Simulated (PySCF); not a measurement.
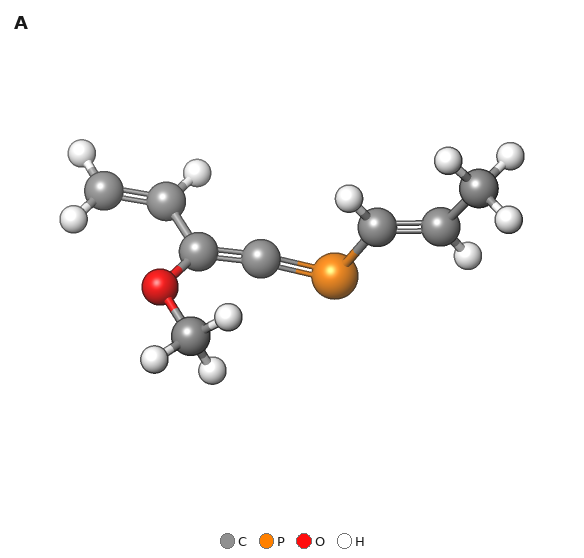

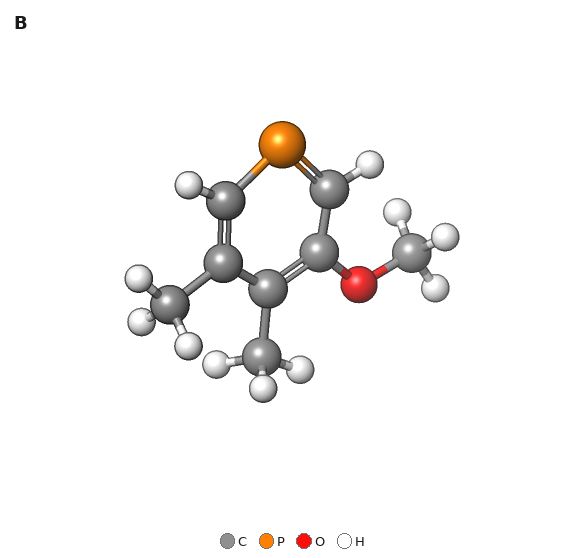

2 stationary structures of one formula. Geometries: GFN2-xTB. Electronic energies: PBE0/pcSseg-1 (PySCF 2.14.0), without zero-point energy. No frequency run is at hand to confirm each as a minimum. Each is one conformer, not always the lowest.

**How are they related?**

They are constitutional isomers of C8H11OP: A `C=CC(=C=P/C=C/C)OC`, B `COc1cpcc(C)c1C`.

**Rank them by energy, lowest first.**

B is lowest; A lies 264.9 kJ/mol above it.

The geometry is semi-empirical. Around P such bond lengths and angles can be off by a tenth of an ångström or more and by several degrees, and values that hang on the shape move with them.
